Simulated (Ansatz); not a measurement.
GaGeH$_{7}$Si (SMILES [SiH3][GeH2][GaH2])

The calculation's input:

```
crystal:
  periodic: [false, false, false]
  atoms:
    - {symbol: Si, position_ang: [-1.404444, 0.834167, -0.770443]}
    - {symbol: Ge, position_ang: [0.070087, -0.957793, -0.224600]}
    - {symbol: Ga, position_ang: [1.834712, -0.178917, 1.266651]}
    - {symbol: H, position_ang: [-2.487889, 0.387060, -1.685609]}
    - {symbol: H, position_ang: [-0.645233, 1.930797, -1.429822]}
    - {symbol: H, position_ang: [-2.021260, 1.375544, 0.470637]}
    - {symbol: H, position_ang: [0.636426, -1.514439, -1.546609]}
    - {symbol: H, position_ang: [-0.775118, -2.075909, 0.418788]}
    - {symbol: H, position_ang: [1.626040, -0.211023, 2.823941]}
    - {symbol: H, position_ang: [3.166690, 0.410511, 0.677055]}
basis:
  gaussian: {orbitals: def2-TZVPP}
hamiltonian: {xc: pbe0, dispersion: d4}
output: {orbitals: {seedname: orbitals}}
```

Command:

```sh
ansatz run in.yaml --threads 2 --pin off --events-out ev --progress --plain --max-ram 31744MiB --backend cpu
```

Geometry: PBE0-D4/def2-TZVP.

Method: Ansatz 0.2.0, RKS PBE0-D4/def2-TZVPP.

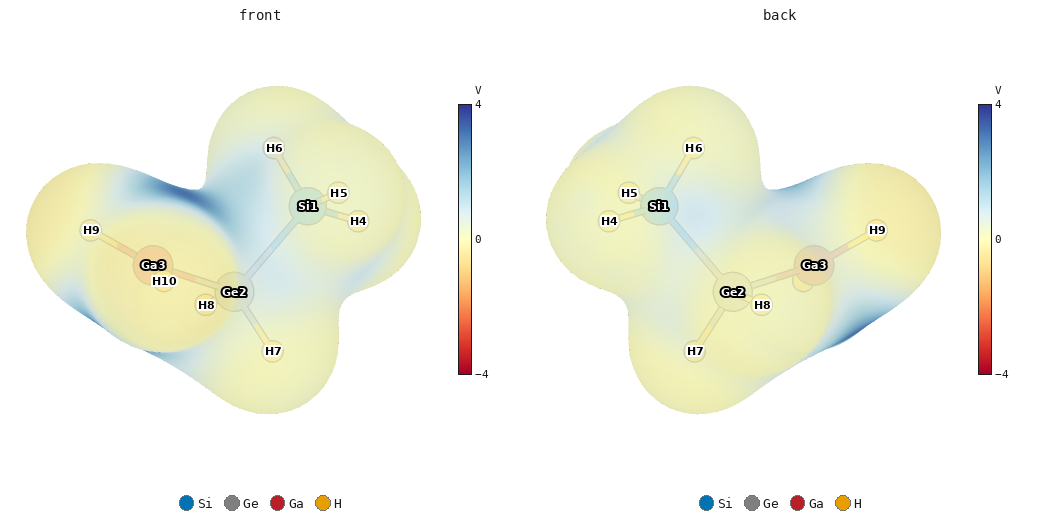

Figure 1. The electrostatic potential painted on the density surface at 0.002 e/bohr³, seen from the front and from behind; red is negative and blue positive.

**Which sites attract a positive test charge, and which a negative one?**

A positive charge is drawn to the negative regions and a negative charge to the positive ones. The most negative region (about −0.2 V) lies over H9 and H10, the most positive (about +3.1 V) over Ga3.

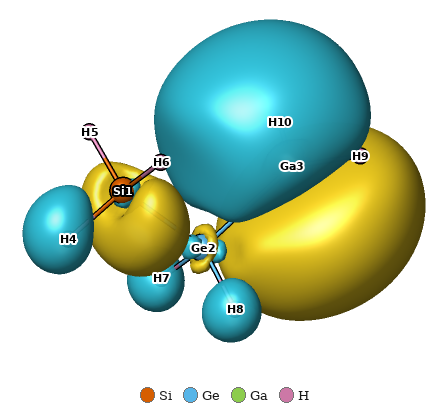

Figure 2. One frontier orbital at ±0.05 Å⁻³ᐟ² (yellow and cyan are the two phases), seen at an oblique angle.

**Which orbital is it: HOMO or LUMO?**

The LUMO, at −2.17 eV. Its weight (Hirshfeld) is mainly on Ga3 (about 70 %), Ge2 (about 10 %) and Si1 (about 5 %).

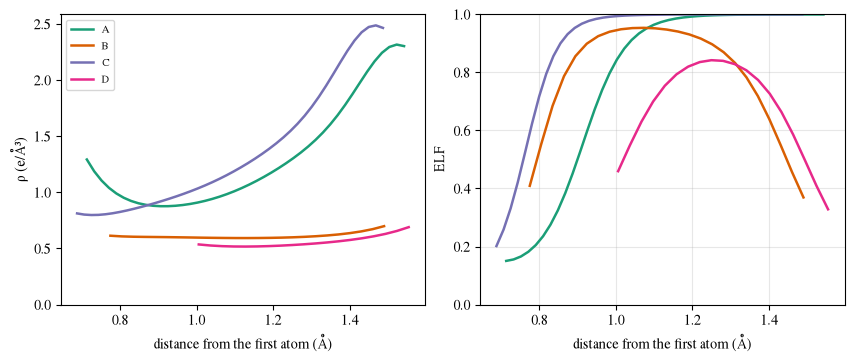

Figure 3. Electron density and electron localisation function along straight lines between neighbouring atoms. The curves leave out the atomic cores.

**Which curve belongs to which contact (Ga–Ge, Ge–H, Si–Ge and Si–H)? The first atom named is at distance zero.**

Curve A: Ge–H (1.54 Å): ρ at the midpoint is about 1 e/Å³; the ELF climbs to about 1 towards the hydrogen. Curve B: Si–Ge (2.38 Å): ρ is about 0.59 e/Å³ halfway; the ELF peaks at about 0.95 between the atoms, as expected for a covalent bond. Curve C: Si–H (1.49 Å): the density is about 0.8 e/Å³ at the midpoint; the ELF climbs to about 1 towards the hydrogen. Curve D: Ga–Ge (2.44 Å): ρ is about 0.53 e/Å³ halfway; the ELF peaks at about 0.85 between the atoms; a covalent bond.

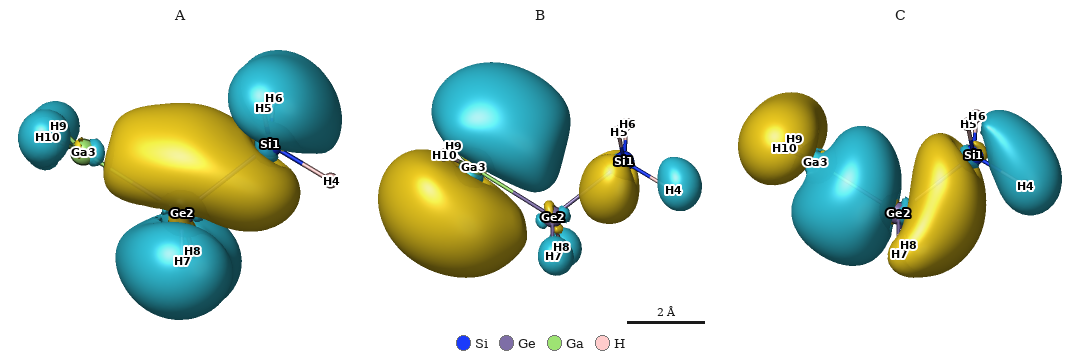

Figure 4. Three frontier orbitals at ±0.06 Å⁻³ᐟ² (yellow and cyan are the two phases), in no order.

**Order the three orbitals by energy and name them.**

A is the HOMO−1 (−8.45 eV). By Hirshfeld shares it lies mainly on Ge2 (about 40 %), Si1 (about 25 %), H7 (about 10 %), H8 (about 10 %) and Ga3 (about 5 %). C is the HOMO (−7.42 eV). It lies mainly on Ge2 (about 35 %), Ga3 (about 30 %), Si1 (about 15 %), H9 (about 5 %) and H10 (about 5 %). B is the LUMO (−2.17 eV). By Hirshfeld shares it lies mainly on Ga3 (about 70 %), Ge2 (about 10 %) and Si1 (about 5 %).

**What is the HOMO–LUMO gap?**

5.25 eV between the orbital energies.
